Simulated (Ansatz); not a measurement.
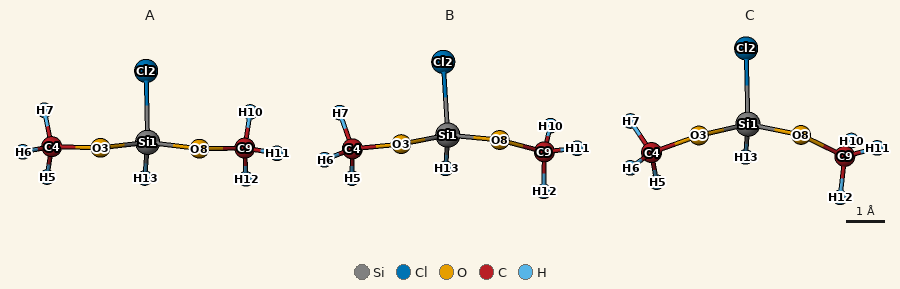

3 geometries from one relaxation of C2H7ClO2Si, in shuffled order. The picture is a ball-and-stick view, seen at a tilt.

The run prepares the start of a later molecular dynamics calculation, from a guessed geometry.

All numbers below come from Ansatz, RKS PBE-D4/STO-3G. Settings: no spin polarisation; force threshold 0.02 eV/Å; at most 40 steps.

Q: Order the frames from highest to lowest energy.

A: C, B, A. They are steps 0, 4, 10, at +0.666 eV, +0.049 eV relative to the last. The largest moves after the best rigid fit, 0.88 Å, are those of H10 and H12. Largest moves by element: H 0.88 Å, Cl 0.65 Å, Si 0.49 Å, O 0.44 Å, C 0.22 Å. Among the contacts that change: O3–C4 1.420 → 1.477 Å, Si1–O3 1.680 → 1.714 Å, Si1–Cl2 2.130 → 2.145 Å, Si1–H13 1.459 → 1.471 Å. Among the angles between lasting bonds that change: Si1–O3–C4 125.0° → 110.0°, O3–Si1–O8 109.5° → 101.5°, Cl2–Si1–H13 109.5° → 103.8°. Groups turn about Si1–O8 by about 30°, Si1–O3 by about 25°, O8–C9 by about 20°. Over 9 accepted moves (10 points after the start) the energy falls by 0.666 eV. The largest force component goes from 3 to 0.011 eV/Å. The line search rejected the trial step at point 7 of the run. The forces were under the threshold at step 6, but the run went on from there.

Limits of the set-up: STO-3G is a minimal basis, so the numbers are rough.
